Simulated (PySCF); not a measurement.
# CH2ClF (chlorofluoromethane): levels of theory compared

Wanted: a comparison of 6 runs (HF/STO-3G, HF/3-21G, B3LYP/6-31G*, BLYP/aug-cc-pVDZ, M06-2X/aug-cc-pVDZ, PBE0/aug-cc-pVDZ) of CH2ClF (chlorofluoromethane). 

Program for the calculation: PySCF 2.14.0.

1 further run of the same task is left out (set aside as unsound or not needed).

## 1. The structure to begin with

CH2ClF: 5 atoms, total charge 0, spin state singlet. SMILES: `FCCl`. The coordinates come from a PBE0-D4/def2-TZVP relaxation.

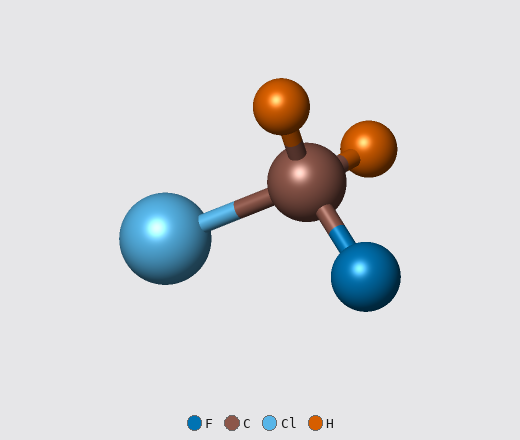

Viewed from a chosen angle; fluorine blue, carbon brown, chlorine blue, hydrogen orange.

## 2. A single-point energy at HF/STO-3G (run 1)

run.py

```python
# FCCl
from pyscf import gto

mol = gto.Mole()
mol.atom = '''
F     -0.970450     0.560520     0.766500
C      0.083560     0.089320     0.058070
Cl    -0.422970    -1.232890    -0.998060
H      0.832130    -0.302600     0.745580
H      0.477720     0.885670    -0.572080
'''
mol.basis = 'sto-3g'
mol.max_memory = 1860
mol.spin = 0
mol.verbose = 4
mol.build()

myscf = mol.RHF()
myscf.conv_tol = 1e-10
myscf.kernel()
if not myscf.converged:
    myscf = myscf.newton().run(myscf.mo_coeff, myscf.mo_occ)

e_tot = myscf.e_tot
print('E(%s) = %.9f' % ('HF', e_tot))
```

Command:

```bash
$ OMP_NUM_THREADS=1 python run.py
```

What it wrote:

```text
PySCF version 2.14.0

[... 57 lines left out ...]
converged SCF energy = -591.169310574089
E(HF) = -591.169310574
```

Wall time 0.85 s (1 thread of Arm Neoverse V1, shared host); peak memory 0.12 GiB.

## 3. A single-point energy at HF/3-21G (run 2)

job.py

```python
from pyscf import gto, scf

mol = gto.M(
    atom='''
F       -0.970450       0.560520       0.766500
C        0.083560       0.089320       0.058070
Cl      -0.422970      -1.232890      -0.998060
H        0.832130      -0.302600       0.745580
H        0.477720       0.885670      -0.572080
''',
    max_memory=1860,
    verbose=3,
    basis='3-21g',
    charge=0,
)

mf = scf.RHF(mol)
mf.conv_tol = 1e-10
mf.kernel()
if not mf.converged:
    mf = mf.newton().run(mf.mo_coeff, mf.mo_occ)

e_final = mf.e_tot
print(f'total energy: {e_final:.8f} hartree')
```

Command:

```bash
$ OMP_NUM_THREADS=1 python job.py
```

What it wrote:

```text
converged SCF energy = -594.988261456643
total energy: -594.98826146 hartree
```

It took 0.7 s on 1 thread of Arm Neoverse V1, shared host; peak memory 0.1 GiB.

Runs 3 to 5 aren't shown in full; the table further down has their settings and results.

## 4. A single-point energy at PBE0/aug-cc-pVDZ (run 6)

input.py

```python
from pyscf import gto, dft

mol = gto.M(
    atom='''
F       -0.970450       0.560520       0.766500
C        0.083560       0.089320       0.058070
Cl      -0.422970      -1.232890      -0.998060
H        0.832130      -0.302600       0.745580
H        0.477720       0.885670      -0.572080
''',
    max_memory=1860,
    basis='aug-cc-pvdz',
    charge=0,
    verbose=4,
)

mf = dft.RKS(mol, xc='pbe0')
mf.conv_tol = 1e-10
mf.grids.level = 5
mf.kernel()
if not mf.converged:
    mf = mf.newton().run(mf.mo_coeff, mf.mo_occ)

energy = mf.e_tot
print(f'total energy: {energy:.8f} hartree')
```

Command:

```bash
$ OMP_NUM_THREADS=1 python input.py
```

What it wrote:

```text
PySCF version 2.14.0

[... 70 lines left out ...]
converged SCF energy = -599.073985967882
total energy: -599.07398597 hartree
```

Run time: 12 s. Hardware: 1 thread of Arm Neoverse V1, shared host; peak memory 0.44 GiB.

## 5. The series

```tsv
run	level	integration grid	energy (Eh)	dipole moment (D)	HOMO energy (eV)	LUMO energy (eV)	wall time
1	HF/STO-3G	–	-591.169311	2.09	-10.63	9.94	0.85 s
2	HF/3-21G	–	-594.988261	2.48	-12.45	5.28	0.7 s
3	B3LYP/6-31G* (spherical functions)	5	-599.326125	1.85	-8.41	0.75	6.9 s
4	BLYP/aug-cc-pVDZ	5	-599.333089	1.74	-7.31	-0.81	13 s
5	M06-2X/aug-cc-pVDZ	5	-599.294435	1.87	-10.24	-0.13	26 s
6	PBE0/aug-cc-pVDZ	5	-599.073986	1.83	-8.89	-0.14	12 s
```

## 6. Outcome

```
            quantity          value
 run 6: total energy  -599.07399 Eh
run 6: dipole moment         1.83 D
  run 6: HOMO energy       -8.89 eV
  run 6: LUMO energy       -0.14 eV
run 6: HOMO–LUMO gap        8.75 eV
```

What this shows: The dipole moment (its size) runs from 1.74 D (BLYP/aug-cc-pVDZ) to 2.48 D (HF/3-21G). The two ends differ in method and basis. The HOMO–LUMO gap runs from 6.50 eV (BLYP/aug-cc-pVDZ) to 20.57 eV (HF/STO-3G). Totals of different functionals can't be ranked against each other. In run 1 the basis is minimal, so the values are rough. All runs together took 59 s, the longest 26 s.
